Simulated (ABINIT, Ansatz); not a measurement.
# A GW chain in ABINIT: WS2 (Tungstenite), part 2 of 2

Wanted: ground state, empty states, screening and self-energy for WS2 (Tungstenite).

ABINIT 10.8.3; PBE and many-body steps on it, plane waves. Known limits of the many-body steps: not at the basis limit; no spin-orbit coupling; coarse k mesh.

So far. Step 2 (Ground state): The gap is indirect, with the least direct gap 0.69 eV higher. Step 3 (Empty states on the mesh, 3×3×1 mesh, 111 bands): On this mesh the gap is 1.175 eV. The earlier step found 1.050 eV, so this mesh misses an edge.

The database entry behind the starting cell differs from later determinations by our own check (an axis about 1.4 % long against later determinations), so it need not match the best structure at ambient conditions.

## Step 4: Screening, 3×3×1 mesh, 101 bands, screening to 98 eV

The RPA dielectric matrix is built and inverted for each q.

This step: RPA screening on PBE, plane waves, norm-conserving pseudopotentials.

Input file run.abi:

```
acell 3*1.0 Angstrom
rprim 
  3.179999999980 0.000000000005 0.000000000000
  -1.589999999994 2.753960784015 0.000000000000
  0.000000000000 0.000000000000 12.500000000000
ntypat 2
znucl 74 16
natom 6
typat 1 1 2 2 2 2
xred 
  0.333333333333 0.666666666667 0.250000000000
  0.666666666667 0.333333333333 0.750000000000
  0.333333333333 0.666666666667 0.625000000000
  0.666666666667 0.333333333333 0.125000000000
  0.333333333333 0.666666666667 0.875000000000
  0.666666666667 0.333333333333 0.375000000000
pp_dirpath "pseudos"
pseudos "W.upf, S.upf"
ecut 31
ngkpt 3 3 1
nshiftk 1
shiftk 0 0 0
kptopt 1
chksymbreak 0
istwfk *1
occopt 1
irdwfk 1
optdriver 3
nband 101
ecuteps 3.6
inclvkb 2
awtr 1
symchi 1
indata_prefix "in"
outdata_prefix "out"
tmpdata_prefix "tmp"
```

The run is started by

```console
> OMP_NUM_THREADS=1 mpirun -n 4 abinit run.abi > log
```

Numbers of over 12 decimals in the logs are rounded to 6 here.

The log of the run:

```text
.Version 10.8.3 of ABINIT. v10.8.2 released Aug 2026.

 Symmetries : space group P6_3/m m c (#194); Bravais hP (primitive hexag.)
[... echo of the input left out ...]
== DATASET  1 ==================================================================
-   mpi_nproc: 4, omp_nthreads: 1 (-1 if OMP is not activated)

--- !DatasetInfo
iteration_state: {dtset: 1, }
dimensions: {natom: 6, nkpt: 3, mband: 101, nsppol: 1, nspinor: 1, nspden: 1, mpw: 6137, }
cutoff_energies: {ecut:  31.0, pawecutdg:  -1.0, }
electrons: {nelect:   5.20000000E+01, charge:   0.00000000E+00, occopt:   1.00000000E+00, tsmear:   1.00000000E-02, }

 SCREENING: Calculation of the susceptibility and dielectric matrices

 Based on a program developped by R.W. Godby, V. Olevano, G. Onida, and L. Reining.
 Incorporated in ABINIT by V. Olevano, G.-M. Rignanese, and M. Torrent.
.Using double precision arithmetic ; gwpc =  8

[... cell and pseudopotentials left out ...]
--------------------------------------------------------------------------------

 ==== K-mesh for the wavefunctions ====
 Number of points in the irreducible wedge :     3
[... list of points left out ...]
 Together with 24 symmetry operations and time-reversal symmetry
 yields     9 points in the full Brillouin Zone.

 ==== Q-mesh for the screening function ====
 Number of points in the irreducible wedge :     3
[... list of points left out ...]
 Together with 24 symmetry operations and time-reversal symmetry
 yields     9 points in the full Brillouin Zone.

 setmesh: FFT mesh size selected  =    18x   18x   80
          total number of points  =        25920

 vcoul_init : cutoff-mode = AUXILIARY_FUNCTION
 q-points for optical limit:   1
     1)      0.000010    0.000020    0.000030

- screening: taking advantage of time-reversal symmetry
- Maximum band index for partially occupied states nbvw = 26
- Remaining bands to be divided among processors   nbcw = 75
- Number of bands treated by each node ~18

 Number of electrons calculated from density =   52.0000; Expected =   52.0000
 average of density, n =  0.070390
 r_s =    1.5024
 omega_plasma =   25.5924 [eV]

 calculating chi0 at frequencies [eV] :
  1    0.000000E+00    0.000000E+00
  2    0.000000E+00    2.559243E+01

--------------------------------------------------------------------------------
  q-point number  1        q = ( 0.000000, 0.000000, 0.000000) [r.l.u.]
--------------------------------------------------------------------------------
[... chi0 elements left out ...]
 For q-point:  0.000010 0.000020 0.000030
  dielectric constant =  18.1952
  dielectric constant without local fields =  20.2792

  Average fulfillment of the sum rule on Im[epsilon] for q-point    1 :     72.40  [%]
[... wings left out ...]
  q-point number  2        q = ( 0.333333, 0.000000, 0.000000) [r.l.u.]
--------------------------------------------------------------------------------
[... chi0 elements left out ...]
  Average fulfillment of the sum rule on Im[epsilon] for q-point    2 :     66.99  [%]

 [... 1 further q-points ...]
```

It took 17 s on 4 MPI ranks of Intel Xeon Platinum 8488C (Sapphire Rapids), shared host; peak memory 0.86 GiB.

Numbers from this step:

```
ε∞ with local fields, on this mesh, along the program's q direction : 18.20
the same without local fields                                       : 20.28
plasma frequency                                                    : 25.59 eV
plane waves in the screening matrix                                 : 267
```

Local fields lower ε∞ by 10 %. On a Γ-centred mesh this coarse the value itself is usually too large, while a short band sum pulls it down.

## Step 5: Self-energy, 3×3×1 mesh, 101 bands, screening to 98 eV

The self-energy is evaluated for the states that the input lists, and the levels follow from it, in one-shot runs by the linearised quasiparticle equation.

This step: G0W0 on PBE, plane waves, norm-conserving pseudopotentials.

run.abi, as its differences from that of step 4:

```diff
@@ -27,8 +27,17 @@
 irdwfk 1
-optdriver 3
+optdriver 4
 nband 101
+gwcalctyp 0
+ecutsigx 31
+symsigma 1
+nkptgw 2
+kptgw 
+  0.0000000000 0.0000000000 0.0000000000
+  0.3333333333 0.3333333333 0.0000000000
+bdgw 
+  25 28
+  25 28
 ecuteps 3.6
-inclvkb 2
-awtr 1
-symchi 1
+irdscr 1
+ppmodel 1
 indata_prefix "in"
```

The log of the run:

```text
.Version 10.8.3 of ABINIT. v10.8.2 released Aug 2026.

 Symmetries : space group P6_3/m m c (#194); Bravais hP (primitive hexag.)
[... echo of the input left out ...]
== DATASET  1 ==================================================================
-   mpi_nproc: 4, omp_nthreads: 1 (-1 if OMP is not activated)

--- !DatasetInfo
iteration_state: {dtset: 1, }
dimensions: {natom: 6, nkpt: 3, mband: 101, nsppol: 1, nspinor: 1, nspden: 1, mpw: 6137, }
cutoff_energies: {ecut:  31.0, pawecutdg:  -1.0, }
electrons: {nelect:   5.20000000E+01, charge:   0.00000000E+00, occopt:   1.00000000E+00, tsmear:   1.00000000E-02, }

 SIGMA: Calculation of the GW corrections

 Based on a program developped by R.W. Godby, V. Olevano, G. Onida, and L. Reining.
 Incorporated in ABINIT by V. Olevano, G.-M. Rignanese, and M. Torrent.
.Using double precision arithmetic ; gwpc =  8

[... cell and pseudopotentials left out ...]
--------------------------------------------------------------------------------

 ==== K-mesh for the wavefunctions ====
 Number of points in the irreducible wedge :     3
[... list of points left out ...]
 Together with 24 symmetry operations and time-reversal symmetry
 yields     9 points in the full Brillouin Zone.

 ==== Q-mesh for screening function ====
 Number of points in the irreducible wedge :     3
[... list of points left out ...]
 Together with 24 symmetry operations and time-reversal symmetry
 yields     9 points in the full Brillouin Zone.

 vcoul_init : cutoff-mode = AUXILIARY_FUNCTION
 q-points for optical limit:   1
     1)      0.000010    0.000020    0.000030
 setmesh: FFT mesh size selected  =    27x   27x  120
          total number of points  =        87480

 Number of electrons calculated from density =   52.0000; Expected =   52.0000
 average of density, n =  0.070390
 r_s =    1.5024
 omega_plasma =   25.5924 [eV]

 === KS Band Gaps ===
  >>>> For spin  1
   Minimum direct gap =   1.7368 [eV], located at k-point      :   0.3333  0.3333  0.0000
   Fundamental gap    =   1.1751 [eV], Top of valence bands at :   0.0000  0.0000  0.0000
                                       Bottom of conduction at :   0.3333  0.3333  0.0000
 SIGMA fundamental parameters:
 PLASMON POLE MODEL  1
 number of plane-waves for SigmaX                 6137
 number of plane-waves for SigmaC and W            267
 number of plane-waves for wavefunctions          6137
 number of bands                                   101
 number of independent spin polarizations            1
 number of spinorial components                      1
 number of k-points in IBZ                           3
 number of q-points in IBZ                           3
 number of symmetry operations                      24
 number of k-points in BZ                            9
 number of q-points in BZ                            9
 number of frequencies for dSigma/dE                 9
 frequency step for dSigma/dE [eV]                0.25
 number of omega for Sigma on real axis              0
 max omega for Sigma on real axis  [eV]           0.00
 zcut for avoiding poles [eV]                     0.10

 EPSILON^-1 parameters (SCR file):
 dimension of the eps^-1 matrix on file            267
 dimension of the eps^-1 matrix used               267
 number of plane-waves for wavefunctions          6137
 number of bands                                   101
 number of q-points in IBZ                           3
 number of frequencies                               2
 number of real frequencies                          1
 number of imag frequencies                          1

 matrix elements of self-energy operator (all in [eV])

 Perturbative Calculation

--- !SelfEnergy_ee
iteration_state: {dtset: 1, }
kpoint     : [   0.000,    0.000,    0.000, ]
spin       : 1
KS_gap     :    2.245
QP_gap     :    2.800
Delta_QP_KS:    0.555
data: !SigmaeeData |
     Band     E0 <VxcDFT>   SigX SigC(E0)      Z dSigC/dE  Sig(E)    E-E0       E
       25   7.984 -14.390 -15.587   1.600   0.790  -0.266 -14.072   0.318   8.302
       26   9.072 -15.531 -16.377   1.440   0.786  -0.272 -15.064   0.467   9.539
       27  11.317 -15.192 -10.304  -3.593   0.789  -0.267 -14.170   1.022  12.339
       28  11.317 -15.192 -10.304  -3.593   0.789  -0.267 -14.170   1.022  12.339

--- !SelfEnergy_ee
iteration_state: {dtset: 1, }
kpoint     : [   0.333,    0.333,    0.000, ]
spin       : 1
KS_gap     :    1.737
QP_gap     :    2.478
Delta_QP_KS:    0.741
data: !SigmaeeData |
     Band     E0 <VxcDFT>   SigX SigC(E0)      Z dSigC/dE  Sig(E)    E-E0       E
       25   8.343 -15.064 -16.308   1.738   0.788  -0.269 -14.675   0.390   8.732
       26   8.510 -15.440 -16.624   1.737   0.787  -0.270 -15.005   0.435   8.945
       27  10.247 -16.292 -11.224  -3.576   0.788  -0.269 -15.116   1.176  11.423
       28  10.247 -16.292 -11.224  -3.576   0.788  -0.269 -15.116   1.176  11.423

== END DATASET(S) ==============================================================
================================================================================

 -outvars: echo values of variables after computation  --------
           etotal      0.0000000000E+00
            nband         101
             nkpt           3
          spgroup         194
 [... the other variables as echoed above ...]

 Calculation completed.
```

The job ended after 6 s (4 MPI ranks; peak memory 0.56 GiB).

This step gave:

```yaml
g0w0_gap_on_the_points_computed: 1.884 eV
starting_gap_on_the_mesh: 1.175 eV
k_of_the_valence_top: 0, 0, 0
k_of_the_conduction_bottom: 0.3333, 0.3333, 0
z_at_the_valence_top: 0.786
z_at_the_conduction_bottom: 0.788
least_direct_g0w0_gap_on_the_computed_points: 2.478 eV
```

The gap on the mesh goes from 1.17 eV to 1.88 eV, a correction of +0.71 eV. The start differs from the 1.05 eV found before because the two sample other k points.

Limits: finite bands, cutoff and mesh; no spin-orbit coupling; coarse k mesh. v1 is the top filled band, c1 the lowest empty one. The levels before and after the correction (eV, zero at the valence-band top of each column):

```tsv
	conduction bottom	valence top
Kohn-Sham	1.17	0.00
G0W0	1.88	0.00
```

```tsv
	level	energy (eV)
Kohn-Sham	Γ v2	-1.088
Kohn-Sham	Γ v1	0.000
Kohn-Sham	Γ c1-c2	2.245
Kohn-Sham	(0.333 0.333 0) v2	-0.729
Kohn-Sham	(0.333 0.333 0) v1	-0.562
Kohn-Sham	(0.333 0.333 0) c1-c2	1.175
G0W0	Γ v2	-1.237
G0W0	Γ v1	0.000
G0W0	Γ c1-c2	2.800
G0W0	(0.333 0.333 0) v2	-0.807
G0W0	(0.333 0.333 0) v1	-0.594
G0W0	(0.333 0.333 0) c1-c2	1.884
```

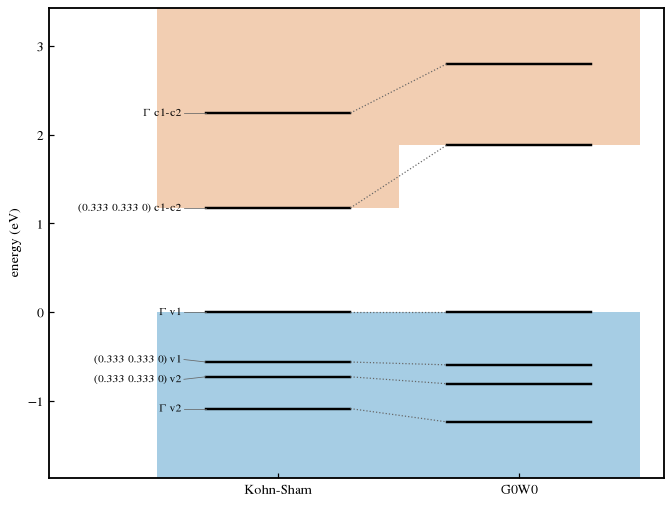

Levels before and after the correction. Shaded: valence and conduction bands.

## Step 6: Where the time went

Times are wall times on 4 MPI ranks of Intel Xeon Platinum 8488C (Sapphire Rapids), shared host, good to a factor of about two.

```tsv
step	time	share	memory (GiB)
ground state	33 s	41 %	0.42
empty states on the mesh	25 s	31 %	0.36
screening	17 s	21 %	0.86
self-energy	6 s	8 %	0.56
```

## Step 7: What came out

```json
{
 "PBE gap": "1.05 eV, indirect",
 "G0W0 gap on the mesh": "1.88 eV",
 "G0W0 gap over the zone (rigid shift)": "1.76 eV",
 "GW settings": "3×3×1 mesh, 101 bands, screening to 98 eV, Godby-Needs plasmon pole",
 "known limits": "not at the basis limit; no spin-orbit coupling; coarse k mesh"
}
```

In words: G0W0 moves the gap on the mesh from 1.17 eV to 1.88 eV (+0.71 eV), with Z of 0.79 and 0.79 at the edges. The mesh misses the band edges by 0.13 eV in all; a rigid shift gives 1.76 eV for the zone. Local fields lower the RPA ε∞ on this mesh from 20.28 to 18.20; a Γ-centred mesh this coarse tends to raise both, most where the direct gap is narrow, while a short band sum lowers them. Only 2 of the mesh's irreducible points were corrected, so a valley elsewhere could overtake. Bands and cutoff are finite, so the gap is not at the basis limit. The miss can reach some tenths of an eV and take either sign; the mesh is an error of its own. In the G0W0 run levels were corrected at 2 k points alone, so a gap called «on the mesh» is the least over those, and an edge elsewhere would be missed. A denser mesh or path gives a starting gap of 1.05 eV: the GW mesh misses a band edge, so its gaps are not the fundamental one. The 3×3×1 mesh is coarse for this cell, which bears on the long-range parts of exchange and screening. The many-body steps are scalar-relativistic: spin-orbit coupling is not in them.

[Paths, hosts, dates, memory and timing lines, banners, echoed tables and standing remarks are left out of the program output.]

[Logs are printed without paths, hosts, clocks, repeated set-up lines and the standing remarks that a program may print on its own settings, such as how far it seeks lower states.]

[Runs of the session that timed out or met a known fault of the program may be left out.]

[Hosts, paths, dates, database ids (printed as entryN), source tags and the programs' standing remarks are cut or masked in the printed files.]

[G0W0 gaps are taken among the corrected bands and points alone; a level outside them can change the order at an edge.]

[Where Ansatz stands beside ABINIT at settings called matched, ABINIT's density can come from a denser mesh and the files from another edition; pairs whose starting gaps differed by over 0.03 eV were left out, so agreement reads better than it is.]
